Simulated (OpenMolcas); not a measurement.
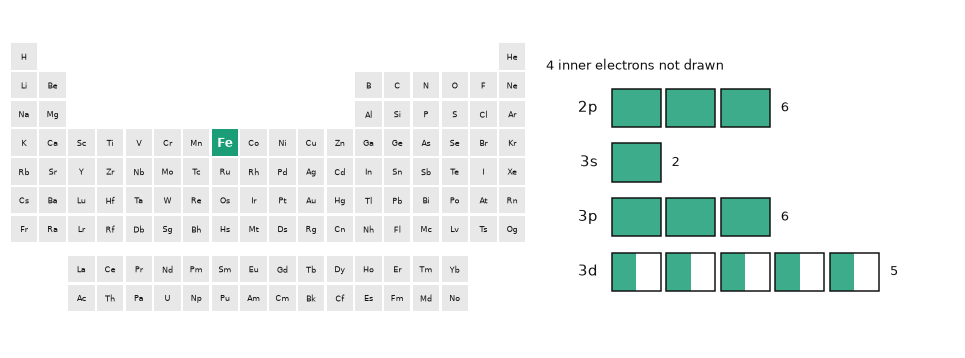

Left, the place of iron in the periodic table; right, the outer shells of the leading configuration of the lowest level: a box for each of the 2l + 1 orbitals, shaded by the share of the shell that is filled, with the electron count at the right.

## Multiconfigurational calculation for Fe³⁺ complex (part 1 of 2)

Fe³⁺ with 6 ligands (F; octahedron, 1.96 Å), neutralised by 6 outer point charges of +0.5 e, whose field is part of the energies. Computed at this level: state-averaged CASSCF, active space 5 electrons in the shell 3d, basis ANO-RCC-VTZP on the metal and ANO-RCC-VDZP on the ligands, DKH2 scalar Hamiltonian, spin-orbit coupling by RASSI with atomic mean-field integrals (OpenMolcas).

Summary:

- outcome: converged
- energy of the lowest spin-free term: −1869.77493 hartree
- energy of the lowest spin-orbit level: −1869.77506 hartree
- largest spread among components of a term: 0.0 cm⁻¹
- hardware: 1 thread of Arm Neoverse V1, 24 GiB of memory available, shared host
- wall time: 50 s
- peak memory: 0.2 GiB

Remarks:

Without dynamic correlation the splittings between terms come out too large, often by 20 to 50 %. Limits: small active space favours high spin, ground spin may be wrong; distances are set from ionic radii, not optimised.

Input file:
```
&GATEWAY
Coord
7

Fe 0.0 0.0 0.0
F 1.960000 0.000000 0.000000
F 0.000000 1.960000 0.000000
F -1.960000 0.000000 0.000000
F 0.000000 -1.960000 0.000000
F 0.000000 0.000000 1.960000
F 0.000000 0.000000 -1.960000
Basis=Fe.ANO-RCC-VTZP,F.ANO-RCC-VDZP
Group=XYZ
NoMove
AngMom=0.0 0.0 0.0
AMFI
RICD
XField
3 Angstrom 0
4.560000 0.000000 0.000000 0.500000
0.000000 4.560000 0.000000 0.500000
0.000000 0.000000 4.560000 0.500000
&SEWARD
&RASSCF
FileOrb=start.orb
Symmetry=1
Spin=6
nActEl=5 0 0
Inactive=18 21
Ras2=5 0
CIRoot=1 1 1
SDav=1
CIMx=300
Iter=150 100
PrWF=0.3
OrbListing=Nothing
MaxOrb=0
LevShft=1.0
>>> COPY $Project.JobIph JOB001
&RASSCF
FileOrb=start.orb
Symmetry=1
Spin=4
nActEl=5 0 0
Inactive=18 21
Ras2=5 0
CIRoot=24 24 1
SDav=24
CIMx=300
Iter=150 100
PrWF=0.3
OrbListing=Nothing
MaxOrb=0
LevShft=1.0
>>> COPY $Project.JobIph JOB002
&RASSCF
FileOrb=start.orb
Symmetry=1
Spin=2
nActEl=5 0 0
Inactive=18 21
Ras2=5 0
CIRoot=75 75 1
SDav=75
CIMx=300
Iter=150 100
PrWF=0.3
OrbListing=Nothing
MaxOrb=0
LevShft=1.0
>>> COPY $Project.JobIph JOB003
&RASSI
NrOfJobIphs=3 1 24 75
1
1 2 3 4 5 6 7 8 9 10 11 12 13 14 15 16 17 18 19 20 21 22 23 24
1 2 3 4 5 6 7 8 9 10 11 12 13 14 15 16 17 18 19 20 21 22 23 24 25 26 27
28 29 30 31 32 33 34 35 36 37 38 39 40 41 42 43 44 45 46 47 48 49 50 51
52 53 54 55 56 57 58 59 60 61 62 63 64 65 66 67 68 69 70 71 72 73 74 75
IphNames
JOB001
JOB002
JOB003
EJob
SpinOrbit
DIPRint=1.0
SOCoupling=1000.0
Subsets=2
Property=9
'ANGMOM' 1 'ANGMOM' 2 'ANGMOM' 3 'MLTPL  1' 1 'MLTPL  1' 2 'MLTPL  1' 3
'AMFI' 1 'AMFI' 2 'AMFI' 3
SOProperty=3
'ANGMOM' 1 'ANGMOM' 2 'ANGMOM' 3
```

The file start.orb holds starting orbitals from an earlier step. A driver script formed the levels outside the program, from RASSI's spin-orbit matrix and the active-space energies, averaged over the components of each term or state.

Launched with:
```bash
OMP_NUM_THREADS=1 MOLCAS_MEM=2457 MOLCAS_PROJECT=a pymolcas a.inp > a.log  # once for each step of the input, in one work folder
```

Log (extracts):
```
--- SEWARD ---
Basis set label: FE.ANO-RCC...6S5P3D2F1G.

      Electronic valence basis set:
      ------------------
      Associated Effective Charge  26.000000 au
      Associated Actual Charge     26.000000 au
      Nuclear Model: Point charge

      Shell  nPrim  nBasis  Cartesian Spherical Contaminant
         s      21       6        X
         p      15       5        X
         d      10       3                 X
         f       6       2                 X
         g       4       1                 X
                  Relativistic Douglas-Kroll-Hess integrals:
                    - DKH order of Hamiltonian: 2
                    - DKH order of Properties : 0
                  Atomic mean-field integrals
--- RASSCF ---
Wave function specifications:
      -----------------------------

      Number of closed shell electrons          78
      Number of electrons in active shells       5
      Max number of holes in RAS1 space          0
      Max nr of electrons in RAS3 space          0
      Number of inactive orbitals               39
      Number of active orbitals                  5
      Number of secondary orbitals              99
      Spin quantum number                      2.5
      State symmetry                             1
Orbital specifications:
      -----------------------

      Symmetry species                           1   2
                                                ag  au
      Frozen orbitals                            0   0
      Inactive orbitals                         18  21
      Active orbitals                            5   0
      RAS1 orbitals                              0   0
      RAS2 orbitals                              5   0
      RAS3 orbitals                              0   0
      Secondary orbitals                        49  50
      Deleted orbitals                           0   0
      Number of basis functions                 72  71
      Number of CSFs                             1
      Number of root(s) required                 1
      Iter CI   SX   CI       RASSCF       Energy    max ROT     max BLB   max BLB  Level Ln srch  Step   QN
          iter iter root      energy       change     param      element    value   shift minimum  type update
 Nr of preliminary CI iterations:   1
      Total energies have been shifted. Add                -1000.00 au
        1   1   13    1  -868.73629701    0.00E+00  -9.05E-02   23  29 1  3.57E-01*  1.33   0.00    SX    NO
        2   1   14    1  -869.63938976   -9.03E-01* -5.92E-02    9  42 2 -9.88E-02*  0.91   0.00    SX    NO
        3   1   13    1  -869.75836334   -1.19E-01* -2.54E-02    5  46 1  4.82E-02*  0.77   0.00    SX    NO
        4   1   12    1  -869.77186710   -1.35E-02* -1.08E-02    9  42 2 -1.52E-02*  0.76   0.00    SX    NO
        5   1   12    1  -869.77413552   -2.27E-03* -8.51E-03   21  44 2 -8.01E-03*  0.77   1.82    LS   YES
        6   1   11    1  -869.77471451   -5.79E-04* -1.52E-03   21  27 1 -3.26E-03*  0.77   1.04    QN   YES
        7   1   11    1  -869.77486082   -1.46E-04* -1.29E-03    5  33 2 -2.32E-03*  0.77   1.86    LS   YES
        8   1   10    1  -869.77490057   -3.98E-05* -5.80E-04    4  32 2 -2.75E-03*  0.77   1.01    QN   YES
        9   1   10    1  -869.77492493   -2.44E-05*  2.76E-04    5  33 2  1.03E-03*  0.77   1.18    QN   YES
       10   1    9    1  -869.77493045   -5.53E-06*  1.32E-04    6  34 2  4.46E-04*  0.77   1.38    QN   YES
       11   1    8    1  -869.77493133   -8.76E-07*  3.71E-05    6  24 2 -7.54E-05   0.77   1.13    QN   YES
       12   1    7    1  -869.77493139   -6.35E-08* -2.64E-05    4  42 2  3.54E-05   0.77   1.48    QN   YES
       13   1    6    1  -869.77493141   -1.62E-08* -8.92E-06    6  34 2 -1.53E-05   0.77   1.20    QN   YES
       14   1    5    1  -869.77493141   -1.99E-09   4.51E-06    4  22 2  6.10E-06   0.77   1.42    QN   YES
      Convergence after 14 iterations
       15   1    5    1  -869.77493141   -4.37E-10   4.51E-06   10  43 2 -1.39E-06   0.77   1.42    QN   YES
      Natural orbitals and occupation numbers for root  1
      sym 1:   1.000000   1.000000   1.000000   1.000000   1.000000
::    RASSCF root number  1 Total energy:  -1869.77493141
--- RASSCF ---
Wave function specifications:
      -----------------------------

      Number of closed shell electrons          78
      Number of electrons in active shells       5
      Max number of holes in RAS1 space          0
      Max nr of electrons in RAS3 space          0
      Number of inactive orbitals               39
      Number of active orbitals                  5
      Number of secondary orbitals              99
      Spin quantum number                      1.5
      State symmetry                             1
Orbital specifications:
      -----------------------

      Symmetry species                           1   2
                                                ag  au
      Frozen orbitals                            0   0
      Inactive orbitals                         18  21
      Active orbitals                            5   0
      RAS1 orbitals                              0   0
      RAS2 orbitals                              5   0
      RAS3 orbitals                              0   0
      Secondary orbitals                        49  50
      Deleted orbitals                           0   0
      Number of basis functions                 72  71
      Number of CSFs                            24
      Number of root(s) required                24
      Iter CI   SX   CI       RASSCF       Energy    max ROT     max BLB   max BLB  Level Ln srch  Step   QN
          iter iter root      energy       change     param      element    value   shift minimum  type update
 Nr of preliminary CI iterations:   1
      Total energies have been shifted. Add                -1000.00 au
        1   1   11    0  -869.56901501    0.00E+00  -1.28E-02   20  26 1 -2.34E-02*  0.76   0.00    SX    NO
        2   1   10    0  -869.57138787   -2.37E-03* -9.18E-03    7  32 2 -1.18E-02*  0.76   0.00    SX    NO
        3   1   10    0  -869.57191752   -5.30E-04*  4.12E-03   11  21 1  4.52E-03*  0.75   0.00    SX    NO
        4   1    9    0  -869.57205490   -1.37E-04* -2.60E-03   11  21 1  2.86E-03*  0.75   0.00    SX    NO
        5   1    9    0  -869.57209304   -3.81E-05* -2.66E-03   11  21 1  1.42E-03*  0.75   2.03    LS   YES
        6   1    9    0  -869.57210629   -1.33E-05*  3.42E-04    7  32 2  1.82E-03*  0.75   1.01    QN   YES
        7   1    8    0  -869.57210871   -2.42E-06* -1.00E-04    9  34 2 -3.47E-04*  0.75   0.82    QN   YES
        8   1    8    0  -869.57210903   -3.15E-07* -6.56E-05   10  24 1 -1.26E-04*  0.75   1.38    QN   YES
        9   1    7    0  -869.57210910   -7.24E-08* -3.27E-05   10  24 1 -4.73E-05   0.75   1.30    QN   YES
       10   1    6    0  -869.57210911   -1.16E-08* -1.23E-05   10  30 1 -2.59E-05   0.75   1.30    QN   YES
       11   1    6    0  -869.57210912   -2.10E-09   9.15E-06   10  30 1 -1.68E-05   0.75   1.38    QN   YES
      Convergence after 11 iterations
       12   1    6    0  -869.57210912   -4.61E-10   9.15E-06   10  30 1 -6.31E-06   0.75   1.38    QN   YES
      Natural orbitals and occupation numbers for root  1
      sym 1:   1.000003   1.923208   1.000208   0.999789   0.076792
      Natural orbitals and occupation numbers for root  2
      sym 1:   1.000000   1.000071   0.076789   1.923211   0.999929
      Natural orbitals and occupation numbers for root  3
      sym 1:   1.923208   1.000003   0.999787   1.000210   0.076792
::    RASSCF root number  1 Total energy:  -1869.64694015
::    RASSCF root number  2 Total energy:  -1869.64694015
::    RASSCF root number  3 Total energy:  -1869.64694015
::    RASSCF root number  4 Total energy:  -1869.62393307
::    RASSCF root number  5 Total energy:  -1869.62393307
::    RASSCF root number  6 Total energy:  -1869.62393307
::    RASSCF root number  7 Total energy:  -1869.61565575
::    RASSCF root number  8 Total energy:  -1869.61461955
::    RASSCF root number  9 Total energy:  -1869.61461955
::    RASSCF root number 10 Total energy:  -1869.58597678
::    RASSCF root number 11 Total energy:  -1869.58597678
::    RASSCF root number 12 Total energy:  -1869.58597678
::    RASSCF root number 13 Total energy:  -1869.57670452
::    RASSCF root number 14 Total energy:  -1869.57670452
::    RASSCF root number 15 Total energy:  -1869.56142049
::    RASSCF root number 16 Total energy:  -1869.56142049
::    RASSCF root number 17 Total energy:  -1869.56142049
::    RASSCF root number 18 Total energy:  -1869.51095127
::    RASSCF root number 19 Total energy:  -1869.50152405
::    RASSCF root number 20 Total energy:  -1869.50152405
::    RASSCF root number 21 Total energy:  -1869.50152405
::    RASSCF root number 22 Total energy:  -1869.48732667
::    RASSCF root number 23 Total energy:  -1869.48732667
::    RASSCF root number 24 Total energy:  -1869.48732667
--- RASSCF ---
Wave function specifications:
      -----------------------------

      Number of closed shell electrons          78
      Number of electrons in active shells       5
      Max number of holes in RAS1 space          0
      Max nr of electrons in RAS3 space          0
      Number of inactive orbitals               39
      Number of active orbitals                  5
      Number of secondary orbitals              99
      Spin quantum number                      0.5
      State symmetry                             1
Orbital specifications:
      -----------------------

      Symmetry species                           1   2
                                                ag  au
      Frozen orbitals                            0   0
      Inactive orbitals                         18  21
      Active orbitals                            5   0
      RAS1 orbitals                              0   0
      RAS2 orbitals                              5   0
      RAS3 orbitals                              0   0
      Secondary orbitals                        49  50
      Deleted orbitals                           0   0
      Number of basis functions                 72  71
      Number of CSFs                            75
      Number of root(s) required                75
      Iter CI   SX   CI       RASSCF       Energy    max ROT     max BLB   max BLB  Level Ln srch  Step   QN
          iter iter root      energy       change     param      element    value   shift minimum  type update
 Nr of preliminary CI iterations:   1
      Total energies have been shifted. Add                -1000.00 au
        1   1   10    0  -869.45238825    0.00E+00   6.33E-03   19  25 1 -1.38E-02*  0.75   0.00    SX    NO
        2   1   10    0  -869.45334534   -9.57E-04* -4.56E-03    9  32 2 -6.36E-03*  0.75   0.00    SX    NO
        3   1   10    0  -869.45358947   -2.44E-04*  2.13E-03   19  25 1 -2.89E-03*  0.75   0.00    SX    NO
        4   1    9    0  -869.45366042   -7.10E-05* -1.38E-03   12  21 1  1.51E-03*  0.75   0.00    SX    NO
        5   1    9    0  -869.45368215   -2.17E-05* -1.59E-03   12  21 1  7.73E-04*  0.75   2.16    LS   YES
        6   1    9    0  -869.45369097   -8.82E-06*  2.51E-04    9  32 2  1.31E-03*  0.75   1.01    QN   YES
        7   1    8    0  -869.45369220   -1.23E-06* -7.81E-05    7  34 2 -3.05E-04*  0.75   0.80    QN   YES
        8   1    7    0  -869.45369238   -1.84E-07*  5.21E-05   10  24 1 -1.10E-04*  0.75   1.29    QN   YES
        9   1    7    0  -869.45369242   -3.48E-08* -3.29E-05   10  24 1 -4.83E-05   0.75   1.39    QN   YES
       10   1    6    0  -869.45369243   -7.13E-09  -8.81E-06   10  30 1 -1.79E-05   0.75   1.24    QN   YES
      Convergence after 10 iterations
       11   1    6    0  -869.45369243   -1.04E-09  -8.81E-06   10  30 1 -1.27E-05   0.75   1.24    QN   YES
      Natural orbitals and occupation numbers for root  1
      sym 1:   0.052658   1.845893   1.085820   1.845894   0.169736
      Natural orbitals and occupation numbers for root  2
      sym 1:   1.845896   1.845894   0.169734   1.085818   0.052658
      Natural orbitals and occupation numbers for root  3
      sym 1:   1.845895   1.085817   0.052658   1.845896   0.169734
::    RASSCF root number  1 Total energy:  -1869.60249813
::    RASSCF root number  2 Total energy:  -1869.60249813
::    RASSCF root number  3 Total energy:  -1869.60249813
::    RASSCF root number  4 Total energy:  -1869.57419830
::    RASSCF root number  5 Total energy:  -1869.57415478
::    RASSCF root number  6 Total energy:  -1869.57415478
::    RASSCF root number  7 Total energy:  -1869.57415478
::    RASSCF root number  8 Total energy:  -1869.56598249
::    RASSCF root number  9 Total energy:  -1869.56598249
::    RASSCF root number 10 Total energy:  -1869.56598249
::    RASSCF root number 11 Total energy:  -1869.55770429
::    RASSCF root number 12 Total energy:  -1869.55770429
::    RASSCF root number 13 Total energy:  -1869.54891747
::    RASSCF root number 14 Total energy:  -1869.53486874
::    RASSCF root number 15 Total energy:  -1869.53486874
::    RASSCF root number 16 Total energy:  -1869.53486874
::    RASSCF root number 17 Total energy:  -1869.53197217
::    RASSCF root number 18 Total energy:  -1869.53197217
::    RASSCF root number 19 Total energy:  -1869.52743329
::    RASSCF root number 20 Total energy:  -1869.52743329
::    RASSCF root number 21 Total energy:  -1869.52743329
::    RASSCF root number 22 Total energy:  -1869.51103715
::    RASSCF root number 23 Total energy:  -1869.51103715
::    RASSCF root number 24 Total energy:  -1869.51103715
::    RASSCF root number 25 Total energy:  -1869.50016538
::    RASSCF root number 26 Total energy:  -1869.50016538
::    RASSCF root number 27 Total energy:  -1869.50016538
::    RASSCF root number 28 Total energy:  -1869.49706886
::    RASSCF root number 29 Total energy:  -1869.49706886
::    RASSCF root number 30 Total energy:  -1869.49643357
```

(Continued in part 2.)
